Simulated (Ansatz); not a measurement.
# Tl2Te (model cell, started as antifluorite): following an unstable mode, part 2 of 3

Wanted: the energy along a soft mode of Tl2Te (model cell, started as antifluorite) and the structure at the end.

Ansatz 0.2.0; DFT PBEsol, scalar-relativistic, plane waves, PAW.

So far, highest frequency on the path or at a solved wavevector (cm⁻¹): step 2 (the dispersion) 83.6. Also lowest frequency on the path (cm⁻¹): step 2 -25.5.

The structure was built from a prototype and need not be the compound's stable phase.

## 5. Energy along the mode, all amplitudes (two of the runs are shown above)

An imaginary frequency means negative curvature, so the energy should fall and then rise again as anharmonic terms take over.

Numbers from this step:

```
depth at the lowest point sampled  : 3.077 meV/atom
largest atomic shift at that point : 0.32 Å
```

Energy from the parent against largest atomic shift:

| largest atomic shift (Å) | energy from the parent (meV/atom) |
| --- | --- |
| 0.000 | 0 |
| 0.040 | -0.162 |
| 0.080 | -0.471 |
| 0.140 | -0.893 |
| 0.220 | -1.91 |
| 0.320 | -3.08 |
| 0.450 | -1.95 |
| 0.600 | 5.85 |

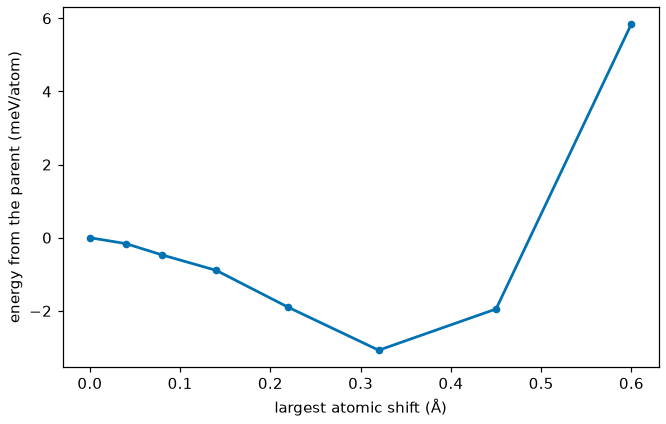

Energy from the parent, plotted against largest atomic shift.

Displacement at unit largest shift by atom:

| atom | x (Å) | y (Å) | z (Å) | size |
| --- | --- | --- | --- | --- |
| Te1 | 0.000 | -0.707 | -0.707 | 1.000 |
| Te2 | 0.000 | 0.707 | 0.707 | 1.000 |
| Tl3 | 0.000 | -0.319 | -0.319 | 0.451 |
| Tl4 | 0.000 | 0.319 | 0.319 | 0.451 |
| Tl5 | 0.000 | -0.319 | -0.319 | 0.451 |
| Tl6 | 0.000 | 0.319 | 0.319 | 0.451 |

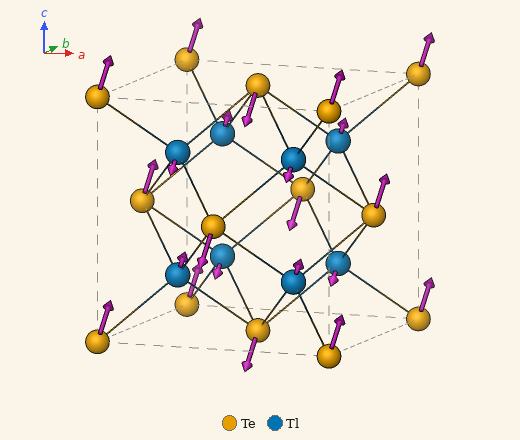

Displacement at unit largest shift as arrows, the longest 1.000 Å. Some periodic images of atoms are drawn too.

The lowest of the steps tried is at 0.32 Å, 3.08 meV/atom below the parent; the bottom of the well need not coincide with a step.

## 6. Relaxation from the frozen mode

Starting from the lowest point found, all atoms and the cell are let go, so that strain and other modes of the same symmetry can join in.

input.yaml reads:

```yaml
crystal:
  lattice:
    - [0.0, -3.8354657154, -3.8354657154]
    - [0.0, 3.8354657154, -3.8354657154]
    - [7.6709314308, 0.0, 0.0]
  atoms:
    - { symbol: Te, position: [0.5589952269, 0.5, 0.5] }
    - { symbol: Te, position: [-0.0589952269, 0.0, 0.0] }
    - { symbol: Tl, position: [0.0266140897, 0.5, 0.75] }
    - { symbol: Tl, position: [0.4733859103, 0.0, 0.25] }
    - { symbol: Tl, position: [0.0266140897, 0.5, 0.25] }
    - { symbol: Tl, position: [0.4733859103, 0.0, 0.75] }
kpoints:
  mp_grid: { grid: [6, 6, 4] }
hamiltonian:
  xc: pbesol
scf:
  occupations: { method: gaussian, width: 0.01 }
output:
  forces: true
  stress: true
  eigenvalues: true
relax:
  adjacent_minimum: "off"
  f_tol: 0.002
  max_steps: 120
  cell: { stress_tol: 0.03 }
```

Run with:

```console
ansatz run input.yaml --threads 4 --pin off --max-ram 7168MiB --backend cpu --events-out ev --progress --plain --runs-dir out
```

Numbers of over 12 decimals in the logs are rounded to 6 here.

Log:

```text
[...]
Crystal: 6 atoms, lattice volume = 225.691 Å³
Basis set: ecut = 420 eV, 4429 PW (Γ), exchange–correlation on 80×80×108 points (8 copies of the dense FFT grid, shifted against one another)
Bands: 51, of which v1, the nominal top of the filled ones, is band 42 counted from 1 (41 counted from 0)
Symmetry: 8 space group operations
[...]
k-points: 48 of 144
[...]
SCF iter   1: F=—  HF=-58986.697496 eV  |F-HF|=—  |Δ(HF+E_count)|=         —  Δρ=2.17e-3  dr2=1.20e-2  ethr=1.77e-3  ⟨swp⟩=7.4  Hψ=10113  notcnv=0
[...]
SCF iter   6: F=-58986.688591 eV  HF=-58986.688591 eV  |F-HF|=2.31e-8  |Δ(HF+E_count)|=   6.12e-8  Δρ=3.30e-6  dr2=1.58e-8  ethr=1.19e-10  ⟨swp⟩=10.8  Hψ=12062  notcnv=0
SCF 1 converged in 6 iterations: F = -58986.688591 eV  dr2 = 1.58e-8
[...]
relax step   1: F+E_penalty+E_count = -58986.68859134 eV  Δ(F+E_penalty+E_count) = +0.000e0 eV  max|allowed force component| = 8.210e-2 eV/Å  Δτ_max = 0.0000 Å  P = +0.026 GPa  Ω = 225.691 Å³  (6 SCF iters, dr2 threshold 1.00e-7 eV, accepted)
Crystal: 6 atoms, lattice volume = 225.872 Å³
Basis set: ecut = 420 eV, 4401 PW (Γ), exchange–correlation on 80×80×108 points (8 copies of the dense FFT grid, shifted against one another)
[...]
SCF iter   5: F=-58986.696916 eV  HF=-58986.696916 eV  |F-HF|=1.76e-8  |Δ(HF+E_count)|=   6.14e-7  Δρ=3.14e-6  dr2=1.69e-8  ethr=5.02e-10  ⟨swp⟩=7.6  Hψ=11237  notcnv=0
SCF 2 converged in 5 iterations: F = -58986.696916 eV  dr2 = 1.69e-8
relax step   2: F+E_penalty+E_count = -58986.69691562 eV  Δ(F+E_penalty+E_count) = -8.324e-3 eV  max|allowed force component| = 2.983e-2 eV/Å  Δτ_max = 0.0201 Å  P = -0.049 GPa  Ω = 225.872 Å³  energy of the carried Pulay correction = -3.075e-5 eV  (5 SCF iters, dr2 threshold 4.21e-7 eV, accepted)
Crystal: 6 atoms, lattice volume = 225.052 Å³
Basis set: ecut = 420 eV, 4375 PW (Γ), exchange–correlation on 80×80×108 points (8 copies of the dense FFT grid, shifted against one another)
[...]
SCF iter   6: F=-58986.704989 eV  HF=-58986.704989 eV  |F-HF|=9.17e-10  |Δ(HF+E_count)|=   1.20e-7  Δρ=1.61e-6  dr2=5.29e-9  ethr=1.61e-10  ⟨swp⟩=3.0  Hψ=8545  notcnv=0
SCF 3 converged in 6 iterations: F = -58986.704989 eV  dr2 = 5.29e-9
relax step   3: F+E_penalty+E_count = -58986.70498939 eV  Δ(F+E_penalty+E_count) = -8.074e-3 eV  max|allowed force component| = 4.495e-2 eV/Å  Δτ_max = 0.0406 Å  P = -0.031 GPa  Ω = 225.052 Å³  energy of the carried Pulay correction = +1.090e-4 eV  (6 SCF iters, dr2 threshold 2.12e-7 eV, accepted)
[... from here on, the SCF cycles and remarks between the steps are left out ...]
relax step   4: F+E_penalty+E_count = -58986.71961888 eV  Δ(F+E_penalty+E_count) = -1.463e-2 eV  max|allowed force component| = 1.262e-2 eV/Å  Δτ_max = 0.1169 Å  P = -0.265 GPa  Ω = 226.147 Å³  energy of the carried Pulay correction = -7.743e-5 eV  (7 SCF iters, dr2 threshold 1.26e-7 eV, accepted)
relax step   5: F+E_penalty+E_count = -58986.71994895 eV  Δ(F+E_penalty+E_count) = -3.301e-4 eV  max|allowed force component| = 4.852e-2 eV/Å  Δτ_max = 0.1353 Å  P = -0.163 GPa  Ω = 223.110 Å³  energy of the carried Pulay correction = +4.436e-4 eV  (6 SCF iters, dr2 threshold 3.73e-7 eV, rejected (line search))
relax step   6: F+E_penalty+E_count = -58986.72687775 eV  Δ(F+E_penalty+E_count) = -7.259e-3 eV  max|allowed force component| = 5.260e-3 eV/Å  Δτ_max = 0.0322 Å  P = -0.011 GPa  Ω = 223.253 Å³  energy of the carried Pulay correction = +4.188e-4 eV  (10 SCF iters, accepted)
relax step   7: F+E_penalty+E_count = -58986.73253079 eV  Δ(F+E_penalty+E_count) = -5.653e-3 eV  max|allowed force component| = 7.766e-3 eV/Å  Δτ_max = 0.0375 Å  P = -0.019 GPa  Ω = 222.219 Å³  energy of the carried Pulay correction = +5.989e-4 eV  (7 SCF iters, dr2 threshold 1.97e-8 eV, accepted)
relax step   8: F+E_penalty+E_count = -58986.73601136 eV  Δ(F+E_penalty+E_count) = -3.481e-3 eV  max|allowed force component| = 2.080e-2 eV/Å  Δτ_max = 0.0365 Å  P = +0.088 GPa  Ω = 220.190 Å³  energy of the carried Pulay correction = +9.560e-4 eV  (7 SCF iters, dr2 threshold 1.75e-8 eV, accepted)
relax step   9: F+E_penalty+E_count = -58986.73849881 eV  Δ(F+E_penalty+E_count) = -2.487e-3 eV  max|allowed force component| = 3.452e-2 eV/Å  Δτ_max = 0.0299 Å  P = -0.018 GPa  Ω = 219.529 Å³  energy of the carried Pulay correction = +1.074e-3 eV  (6 SCF iters, dr2 threshold 1.90e-7 eV, accepted)
relax step  10: F+E_penalty+E_count = -58986.73754266 eV  Δ(F+E_penalty+E_count) = +9.562e-4 eV  max|allowed force component| = 7.065e-2 eV/Å  Δτ_max = 0.0756 Å  P = +0.112 GPa  Ω = 218.648 Å³  energy of the carried Pulay correction = +1.231e-3 eV  (7 SCF iters, dr2 threshold 8.30e-8 eV, rejected (line search))
relax step  11: F+E_penalty+E_count = -58986.74383998 eV  Δ(F+E_penalty+E_count) = -5.341e-3 eV  max|allowed force component| = 5.073e-3 eV/Å  Δτ_max = 0.0201 Å  P = +0.012 GPa  Ω = 219.876 Å³  energy of the carried Pulay correction = +1.012e-3 eV  (9 SCF iters, accepted)
relax step  12: F+E_penalty+E_count = -58986.74685216 eV  Δ(F+E_penalty+E_count) = -3.012e-3 eV  max|allowed force component| = 8.361e-3 eV/Å  Δτ_max = 0.0292 Å  P = -0.023 GPa  Ω = 219.080 Å³  energy of the carried Pulay correction = +1.154e-3 eV  (7 SCF iters, dr2 threshold 3.72e-8 eV, accepted)
relax step  13: F+E_penalty+E_count = -58986.74796251 eV  Δ(F+E_penalty+E_count) = -1.110e-3 eV  max|allowed force component| = 3.190e-3 eV/Å  Δτ_max = 0.0239 Å  P = -0.013 GPa  Ω = 218.633 Å³  energy of the carried Pulay correction = +1.234e-3 eV  (6 SCF iters, dr2 threshold 1.34e-8 eV, accepted)
relax step  14: F+E_penalty+E_count = -58986.74797383 eV  Δ(F+E_penalty+E_count) = -1.132e-5 eV  max|allowed force component| = 1.187e-2 eV/Å  Δτ_max = 0.0066 Å  P = +0.039 GPa  Ω = 218.166 Å³  energy of the carried Pulay correction = +1.318e-3 eV  (6 SCF iters, dr2 threshold 6.36e-10 eV, rejected (line search))
relax step  15: F+E_penalty+E_count = -58986.74804169 eV  Δ(F+E_penalty+E_count) = -7.919e-5 eV  max|allowed force component| = 1.391e-3 eV/Å  Δτ_max = 0.0033 Å  P = -0.006 GPa  Ω = 218.476 Å³  energy of the carried Pulay correction = +1.262e-3 eV  (7 SCF iters, accepted)
relax step  16: F+E_penalty+E_count = -58986.74812562 eV  Δ(F+E_penalty+E_count) = -8.393e-5 eV  max|allowed force component| = 2.497e-3 eV/Å  Δτ_max = 0.0066 Å  P = +0.014 GPa  Ω = 218.264 Å³  energy of the carried Pulay correction = +1.300e-3 eV  (8 SCF iters, accepted)
relax step  17: F+E_penalty+E_count = -58986.74823936 eV  Δ(F+E_penalty+E_count) = -1.137e-4 eV  max|allowed force component| = 1.990e-3 eV/Å  Δτ_max = 0.0183 Å  P = +0.035 GPa  Ω = 217.931 Å³  energy of the carried Pulay correction = +1.360e-3 eV  (8 SCF iters, dr2 threshold 3.90e-10 eV, accepted)
relax step  18: F+E_penalty+E_count = -58986.74814562 eV  Δ(F+E_penalty+E_count) = +9.374e-5 eV  max|allowed force component| = 1.835e-3 eV/Å  Δτ_max = 0.0038 Å  P = -0.019 GPa  Ω = 218.674 Å³  energy of the carried Pulay correction = +1.227e-3 eV  (6 SCF iters, dr2 threshold 4.54e-9 eV, accepted)
relax step  19: F+E_penalty+E_count = -58986.74821066 eV  Δ(F+E_penalty+E_count) = -6.504e-5 eV  max|allowed force component| = 8.635e-4 eV/Å  Δτ_max = 0.0066 Å  P = +0.002 GPa  Ω = 218.470 Å³  energy of the carried Pulay correction = +1.263e-3 eV  (8 SCF iters, accepted)
relax step  20: F+E_penalty+E_count = -58986.74822879 eV  Δ(F+E_penalty+E_count) = -1.812e-5 eV  max|allowed force component| = 7.946e-4 eV/Å  Δτ_max = 0.0038 Å  P = +0.002 GPa  Ω = 218.406 Å³  energy of the carried Pulay correction = +1.275e-3 eV  (7 SCF iters, accepted)
relax step  21: F+E_penalty+E_count = -58986.75368190 eV  Δ(F+E_penalty+E_count) = -5.453e-3 eV  max|allowed force component| = 8.339e-4 eV/Å  Δτ_max = 0.0000 Å  P = +0.052 GPa  Ω = 218.406 Å³  stress off target by 1.73e-1 GPa  SCF on the basis re-selected at this cell (its energy is not comparable with the rows above)  (7 SCF iters)
relax step  22: F+E_penalty+E_count = -58986.75556602 eV  Δ(F+E_penalty+E_count) = -1.884e-3 eV  max|allowed force component| = 1.448e-2 eV/Å  Δτ_max = 0.0271 Å  P = -0.020 GPa  Ω = 218.216 Å³  energy of the carried Pulay correction = +2.890e-5 eV  (6 SCF iters, dr2 threshold 7.46e-8 eV, accepted)
relax step  23: F+E_penalty+E_count = -58986.75496554 eV  Δ(F+E_penalty+E_count) = +6.005e-4 eV  max|allowed force component| = 3.883e-2 eV/Å  Δτ_max = 0.0346 Å  P = +0.119 GPa  Ω = 217.496 Å³  energy of the carried Pulay correction = +1.511e-4 eV  (7 SCF iters, dr2 threshold 3.10e-8 eV, rejected (line search))
relax step  24: F+E_penalty+E_count = -58986.75650116 eV  Δ(F+E_penalty+E_count) = -9.351e-4 eV  max|allowed force component| = 4.550e-3 eV/Å  Δτ_max = 0.0032 Å  P = +0.006 GPa  Ω = 218.292 Å³  energy of the carried Pulay correction = +1.352e-5 eV  (10 SCF iters, accepted)
relax step  25: F+E_penalty+E_count = -58986.75649654 eV  Δ(F+E_penalty+E_count) = +4.618e-6 eV  max|allowed force component| = 3.392e-3 eV/Å  Δτ_max = 0.0136 Å  P = -0.004 GPa  Ω = 218.567 Å³  energy of the carried Pulay correction = -3.546e-5 eV  (7 SCF iters, dr2 threshold 1.29e-9 eV, accepted)
relax step  26: F+E_penalty+E_count = -58986.75658364 eV  Δ(F+E_penalty+E_count) = -8.709e-5 eV  max|allowed force component| = 3.654e-4 eV/Å  Δτ_max = 0.0032 Å  P = +0.001 GPa  Ω = 218.330 Å³  energy of the carried Pulay correction = +6.017e-6 eV  (7 SCF iters, dr2 threshold 7.19e-10 eV, accepted)
[...]
SCF iter   6: F=-58986.756588 eV  HF=-58986.756588 eV  |F-HF|=2.18e-11  |Δ(HF+E_count)|=  3.64e-11  Δρ=4.72e-8  dr2=1.13e-11  ethr=1.00e-12  ⟨swp⟩=6.3  Hψ=10940  notcnv=0
SCF 27 converged in 6 iterations: F = -58986.756588 eV  dr2 = 1.13e-11
relax step  27: F+E_penalty+E_count = -58986.75658782 eV  Δ(F+E_penalty+E_count) = -4.182e-6 eV  max|allowed force component| = 3.347e-4 eV/Å  Δτ_max = 0.0000 Å  P = -0.000 GPa  Ω = 218.330 Å³  stress off target by 1.05e-3 GPa  SCF on the basis re-selected at this cell (its energy is not comparable with the rows above)  (6 SCF iters)
[...]
SCF converged after 6 iterations
Free energy (F): -58986.756588 eV
[...]
Internal energy: -58986.756509 eV  (E = F + TS)
E sigma→0 (E₀):  -58986.756549 eV
Entropy (-TS):   -0.000078 eV (-0.013 meV/atom)
Fermi energy:    7.302474 eV
[...]
--- Forces (eV/Å), atoms counted from 1 ---
  atom   1  Te     0.00000000     0.00033469     0.00033469
  atom   2  Te     0.00000000    -0.00033469    -0.00033469
  atom   3  Tl     0.00011536    -0.00001476    -0.00001476
  atom   4  Tl     0.00011536     0.00001476     0.00001476
  atom   5  Tl    -0.00011536    -0.00001476    -0.00001476
  atom   6  Tl    -0.00011536     0.00001476     0.00001476
  max |Σ_I F_I| component: 1.73e-18 eV/Å
--- Stress (GPa, compression-positive) ---
       -0.000776      -0.000000      -0.000000
       -0.000000       0.000266       0.000785
       -0.000000       0.000785       0.000266
  P = ⅓ Tr σ = -0.0001 GPa (-0.001 kbar)
--- Band table (eV; the first three rows and the last of 48) ---
  k-point 0: bands = [... 38 lower, 5.6075, 6.3083, 6.3341, 6.4003, 7.6659, 8.3764, 9.6149, 10.5976, ... 5 higher]
  k-point 1: bands = [... 38 lower, 5.5227, 5.8388, 6.2269, 6.8177, 7.8194, 9.2419, 9.7562, 10.3787, ... 5 higher]
  k-point 2: bands = [... 38 lower, 5.8519, 5.8519, 6.2707, 6.2707, 9.0687, 9.0687, 10.1917, 10.1917, ... 5 higher]
  k-point 47: bands = [... 38 lower, 6.0229, 6.0229, 6.2121, 6.2121, 7.9903, 7.9903, 9.6889, 9.6889, ... 5 higher]
--- Relaxed structure (25 steps of the walk, 21 accepted, 2 SCFs on fresh bases) ---
  F+E_penalty+E_count = -58986.75658782 eV   max|allowed force component| = 3.347e-4 eV/Å   (the final SCF, on the basis selected at the relaxed cell)
  cell:  # Å, volume = 218.3299 Å³
    - [0, -4.492585, -4.492585]
    - [0, 3.176100, -3.176100]
    - [7.650552, 0, 0]
  atoms:
    - { symbol: Te, position: [0.622431, 0.500000, 0.5] }
    - { symbol: Te, position: [-0.122431, 0.0, 4.098832493253113e-19] }
    - { symbol: Tl, position: [0.038978, 0.5, 0.734157] }
    - { symbol: Tl, position: [0.461022, 0.0, 0.234157] }
    - { symbol: Tl, position: [0.038978, 0.5, 0.265843] }
    - { symbol: Tl, position: [0.461022, 0.0, 0.765843] }
```

Run time: 3.7 min. Hardware: 4 threads of Arm Neoverse V2, shared host; peak memory 0.85 GiB.

Relaxation path (22 of 27):

| step | energy less that of the first step (eV) | largest force component (eV/Å) | pressure (GPa) | volume (Å³) |
| --- | --- | --- | --- | --- |
| 1 | 0.0000 | 0.0821 | 0.03 | 225.69 |
| 2 | -0.0083 | 0.0298 | -0.05 | 225.87 |
| 3 | -0.0164 | 0.0450 | -0.03 | 225.05 |
| 5 | -0.0314 | 0.0485 | -0.16 | 223.11 |
| 6 | -0.0383 | 0.0053 | -0.01 | 223.25 |
| 7 | -0.0439 | 0.0078 | -0.02 | 222.22 |
| 8 | -0.0474 | 0.0208 | 0.09 | 220.19 |
| 10 | -0.0490 | 0.0706 | 0.11 | 218.65 |
| 11 | -0.0552 | 0.0051 | 0.01 | 219.88 |
| 12 | -0.0583 | 0.0084 | -0.02 | 219.08 |
| 13 | -0.0594 | 0.0032 | -0.01 | 218.63 |
| 15 | -0.0595 | 0.0014 | -0.01 | 218.48 |
| 16 | -0.0595 | 0.0025 | 0.01 | 218.26 |
| 17 | -0.0596 | 0.0020 | 0.03 | 217.93 |
| 18 | -0.0596 | 0.0018 | -0.02 | 218.67 |
| 20 | -0.0596 | 0.0008 | 0.00 | 218.41 |
| 21* | -0.0651 | 0.0008 | 0.05 | 218.41 |
| 22 | -0.0670 | 0.0145 | -0.02 | 218.22 |
| 23 | -0.0664 | 0.0388 | 0.12 | 217.50 |
| 25 | -0.0679 | 0.0034 | 0.00 | 218.57 |
| 26 | -0.0680 | 0.0004 | 0.00 | 218.33 |
| 27* | -0.0680 | 0.0003 | 0.00 | 218.33 |

Relaxation steps marked * repeat the geometry before them on a plane-wave basis chosen anew for their cell, so energy and pressure can jump there. Other such steps can lie between the rows shown. Relaxation steps 5, 10, 14, 23 were tried and not accepted.

Forces are held to the 8 operations that the run works with; a distortion that breaks them can't arise in this run.

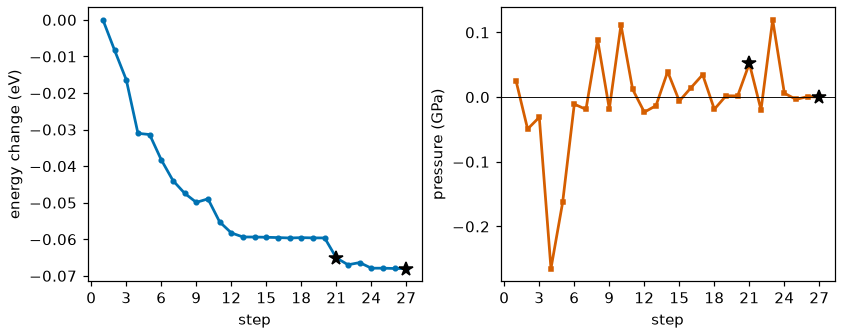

Energy and pressure along the relaxation. Stars mark steps on a basis chosen anew.

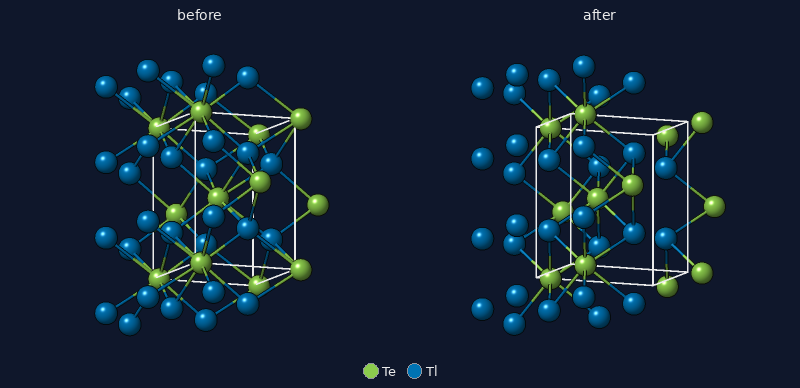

Before and after, at one scale. Bonds to atoms that aren't drawn are left out.

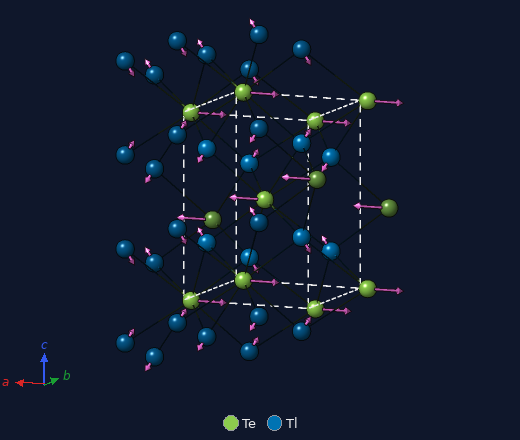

Displacements in the relaxation, exaggerated, measured against the changing cell; the longest in the cell stands for 0.40 Å. Some periodic images of atoms are drawn too.

| cell as run | before | after | change |
| --- | --- | --- | --- |
| a (Å) | 5.424 | 6.353 | +17.1 % |
| b (Å) | 5.424 | 4.492 | -17.2 % |
| c (Å) | 7.671 | 7.651 | -0.3 % |
| volume (Å³/atom) | 37.62 | 36.39 | -3.3 % |

The atoms that moved most (Å, as changes of fractional coordinates times the final cell):

| atom | dx | dy | dz | length |
| --- | --- | --- | --- | --- |
| Te2 | 0.000 | 0.285 | 0.285 | 0.403 |
| Te1 | 0.000 | -0.285 | -0.285 | 0.403 |
| Tl5 | 0.121 | -0.056 | -0.056 | 0.144 |
| Tl4 | -0.121 | 0.056 | 0.056 | 0.144 |
| Tl3 | -0.121 | -0.056 | -0.056 | 0.144 |
| Tl6 | 0.121 | 0.056 | 0.056 | 0.144 |

This step gave:

| Quantity | Value |
| --- | --- |
| pressure | -8.15e-5 GPa |
| volume per atom | 36.39 Å³ |

The distorted start has space group Pmmn; the relaxation ends in Pmmn.

(Part 2 of 3 ends here.)

[Logs are printed without paths, hosts, clocks, repeated set-up lines and the standing remarks that a program may print on its own settings, such as how far it seeks lower states.]

[Hosts, paths, dates, database ids (printed as entryN), source tags and the programs' standing remarks are cut or masked in the printed files.]
